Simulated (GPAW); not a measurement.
**Converging shifted k-point meshes: Mo (Im-3m, 1 atom in the cell)**

```
CELL_PARAMETERS angstrom
     -1.56713     1.56713     1.56713
      1.56713    -1.56713     1.56713
      1.56713     1.56713    -1.56713
ATOMIC_POSITIONS crystal
  Mo 0.00000 0.00000 0.00000
```

Method: LDA (Perdew-Wang 92), GPAW PAW datasets LDA (gpaw-data 1.0.1) (plane waves; GPAW).

Base settings: mode = pw; ecut = 550 eV; xc = LDA; kpts = 11 11 11; mesh shift (steps) = 0 0 0; occupations.name = fermi-dirac; occupations.width = 0.1 eV; nbands = -9; convergence.forces = 0.001 eV/Å; symmetry.symmorphic = false.

In this ladder: kpts_shift = 0.5 0.5 0.5.

Only quantities that move along the ladder and can be compared are tabulated.

The count of work is k-points × plane waves × bands × iterations; it is no time. Core times come from one kind of shared machine, to one figure; runs under 30 s give none.

The starting cell has typed, rounded lattice constants, without a prior relaxation at this level. Its lattice was rescaled by up to half a per cent. Spin polarisation is off. In the base run, with a pressure of about -7 GPa the cell is away from its equilibrium volume at this level.

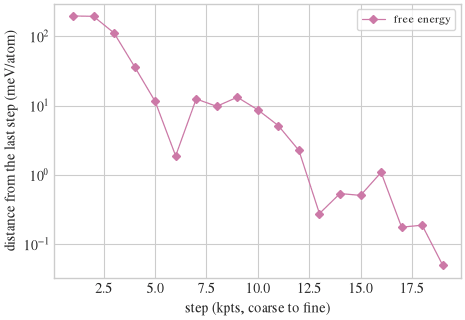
Figure: Distance from the last step along the ladder; very small values are drawn at a floor.

| kpts | free energy less the last step's (meV/atom) | pressure (GPa) | count of work / last | core time / last (rough) |
|---|---|---|---|---|
| 3 3 3 | 197.11 | -0.60 | 0.0016 | – |
| 4 4 4 | -194.93 | -10.00 | 0.0026 | – |
| 5 5 5 | 111.95 | -3.57 | 0.0045 | – |
| 6 6 6 | 36.54 | -6.72 | 0.0062 | – |
| 7 7 7 | 11.55 | -6.82 | 0.0098 | – |
| 8 8 8 | 1.89 | -6.93 | 0.013 | – |
| 9 9 9 | 12.51 | -6.92 | 0.016 | – |
| 10 10 10 | -9.80 | -7.50 | 0.020 | – |
| 11 11 11 | -13.26 | -7.16 | 0.025 | – |
| 13 13 13 | 8.73 | -6.93 | 0.038 | – |
| 14 14 14 | -5.15 | -7.37 | 0.045 | – |
| 15 15 15 | -2.26 | -7.24 | 0.054 | – |
| 17 17 17 | 0.28 | -7.16 | 0.074 | – |
| 19 19 19 | 0.54 | -7.01 | 0.11 | 0.2 |
| 21 21 21 | -0.51 | -7.15 | 0.14 | 0.2 |
| 23 23 23 | 1.09 | -7.09 | 0.16 | 0.3 |
| 26 26 26 | 0.18 | -7.09 | 0.25 | 0.3 |
| 32 32 32 | -0.19 | -7.13 | 0.44 | 0.5 |
| 39 39 39 | -0.03 | -7.12 | 0.76 | 0.8 |
| 43 43 43 | 0.00 | -7.12 | 1.0 | 1 |

Coarsest kpts that holds the free energy within 1 meV/atom of the last step, with all finer ones: 26 26 26, at 0.25 of the last step's count of work and about 0.3 of the last step's time; the step before is off by 1.1 meV/atom.

Coarsest kpts that holds the pressure within 0.1 GPa of the last step, with all finer ones: 21 21 21, at 0.14 of the last step's count of work and about 0.2 of the last step's time; the step before is off by 0.11 GPa.
